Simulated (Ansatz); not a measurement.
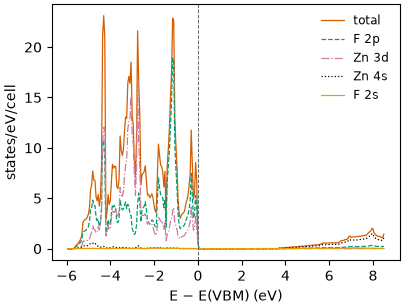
Figure: Total and projected density of states of ZnF2 (rutile, P4_2/mnm), PBE in the plane-wave PAW code Ansatz

Q: Which orbitals carry the states next to the gap?

A: Top 1 eV of the valence band: F 2p 64 %, Zn 3d 35 %. Bottom 1 eV of the conduction band: Zn 4s 76 %, F 2s 16 %, F 2p 7 %. Projections are on Löwdin-orthogonalised atomic valence shells; empty p or d shells of many metals are not among them.

Q: Where is the tallest occupied peak in this window, and what makes it?

A: Near -4.3 eV, about 23 states/eV per cell; the largest projected share is Zn 3d.

The cell was relaxed with PBE under the symmetry of its start.

Potentials: the later of the program's two PAW sets.
